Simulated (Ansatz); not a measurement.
```yaml
atoms:
  - { symbol: N, position_ang: [-0.4827, 0.3612, -1.5772] }
  - { symbol: W, position_ang: [-0.0791, -0.0163, 0.0831] }
  - { symbol: N, position_ang: [1.6465, -0.1220, 0.3537] }
  - { symbol: O, position_ang: [-0.8289, -1.7085, 0.5248] }
  - { symbol: O, position_ang: [-0.7839, 1.3772, 1.1707] }
  - { symbol: H, position_ang: [-0.3088, 0.5848, -2.5435] }
  - { symbol: H, position_ang: [2.6235, -0.1092, 0.1103] }
  - { symbol: H, position_ang: [-1.5177, -2.0855, -0.0265] }
  - { symbol: H, position_ang: [-0.2687, 1.7184, 1.9046] }
```

Geometry: PBE0-D4/def2-TZVP; core potentials replace the inner electrons of W.

Theory: Ansatz 0.2.0, RKS PBE0-D4/def2-TZVPP.

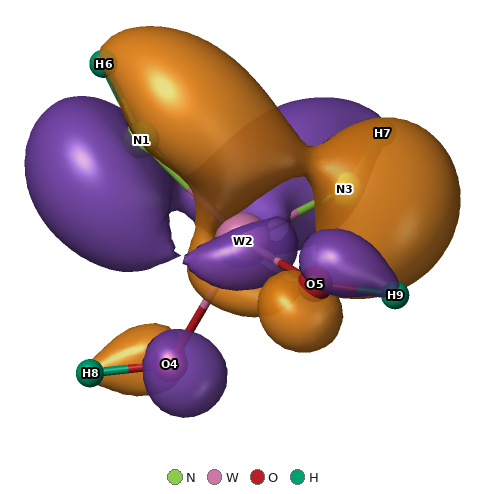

H$_{4}$N$_{2}$O$_{2}$W. The HOMO−1 at ±0.1 Å⁻³ᐟ² (orange and purple are the two phases), seen at a tilt.

Q: Describe this orbital and give its energy.

A: By Hirshfeld shares it lies mainly on N1 (about 35 %), N3 (about 35 %) and W2 (about 20 %). Its energy is −7.90 eV.
